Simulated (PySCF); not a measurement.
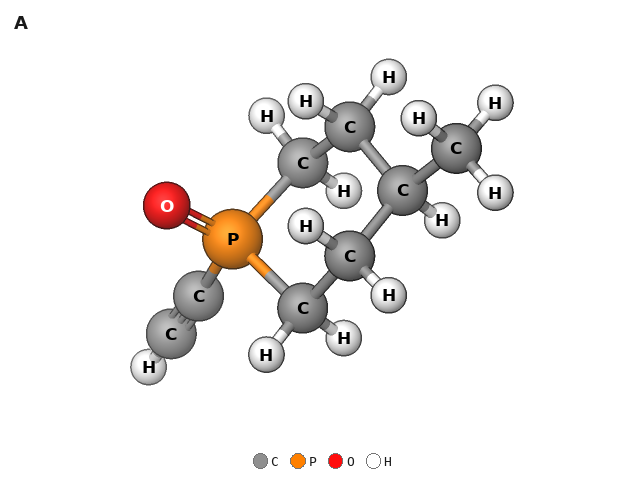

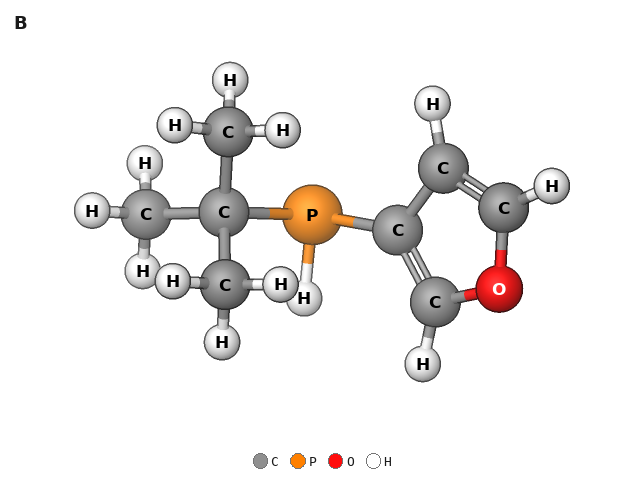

2 stationary structures of one formula. Geometries: GFN2-xTB. Electronic energies: PBE0/pcSseg-1 (PySCF 2.14.0), without zero-point energy. No frequency run is at hand to confirm each as a minimum. Each is one conformer, not always the lowest.

How are they related?

Answer. They are constitutional isomers of C8H13OP: A `C#C[P@]1(=O)CC[C@@H](C)CC1`, B `CC(C)(C)Pc1ccoc1`.

Rank them by energy, lowest first.

Answer. B is lowest; A lies 24.0 kJ/mol above it.

The geometry is semi-empirical. Around P such bond lengths and angles can be off by a tenth of an ångström or more and by several degrees, and values that hang on the shape move with them.
